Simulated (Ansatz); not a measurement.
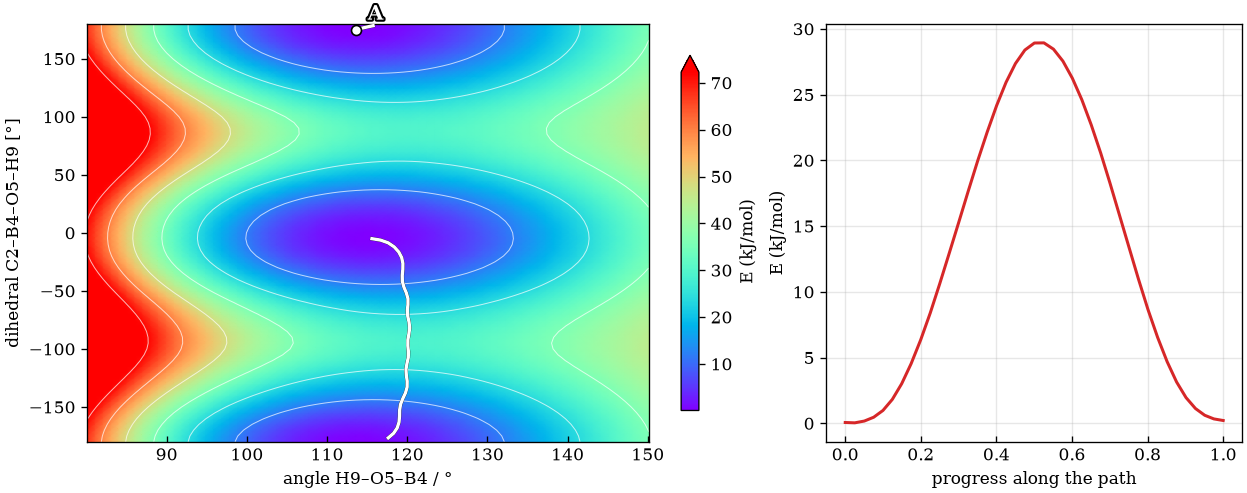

CH₄B₂O₂, SMILES BC1OB1O. First axis: angle H9–O5–B4. Second axis: dihedral C2–B4–O5–H9. Nothing is relaxed (all other coordinates rigid). Grid: 9 × 9 points. Points are written as (first, second). All energies are given in kJ/mol relative to the relaxed molecule at the same level. Level of theory: RKS B3LYP-D4/def2-TZVP in Ansatz 0.2.0.

Drawn: a smooth colour map with a few white contour lines, a line along the lowest path, one colour for all values above the top of the scale, the energy along the path at the right, the start A. Between grid points the surface is interpolated.

Describe the path and its barrier.

The easiest path leads from the well at (115.1°, −180°) to a well of about the same depth at about (116°, −5°). Its highest point lies about 29 kJ/mol above the bottom of the first well on the interpolated surface, at about (120°, −90°). The start is the relaxed structure and all else is held, so a fully relaxed path at this level can only be lower.
